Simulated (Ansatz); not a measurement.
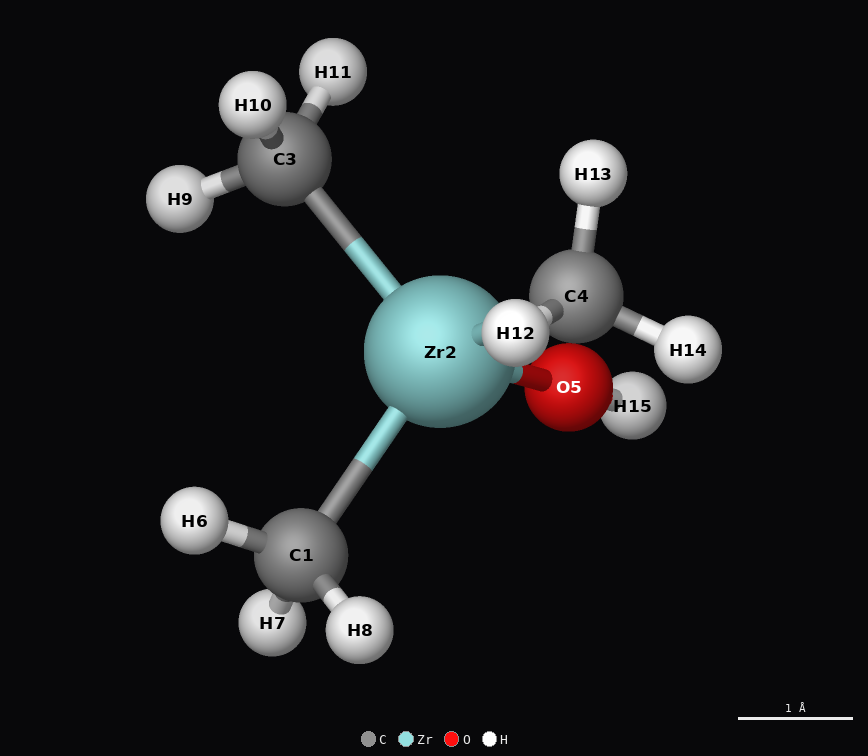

Atoms carry their numbers in the input. The species is neutral and a spin singlet. The geometry was computed by an optimisation with PBE0-D4/def2-TZVP.

Give the bond lengths.

| bond | length (Å) |
| --- | --- |
| C1–Zr2 | 2.226 |
| C1–H6 | 1.099 |
| C1–H7 | 1.095 |
| C1–H8 | 1.098 |
| Zr2–C3 | 2.226 |
| Zr2–C4 | 2.225 |
| Zr2–O5 | 1.909 |
| C3–H9 | 1.098 |
| C3–H10 | 1.099 |
| C3–H11 | 1.095 |
| C4–H12 | 1.099 |
| C4–H13 | 1.098 |
| C4–H14 | 1.095 |
| O5–H15 | 0.952 |
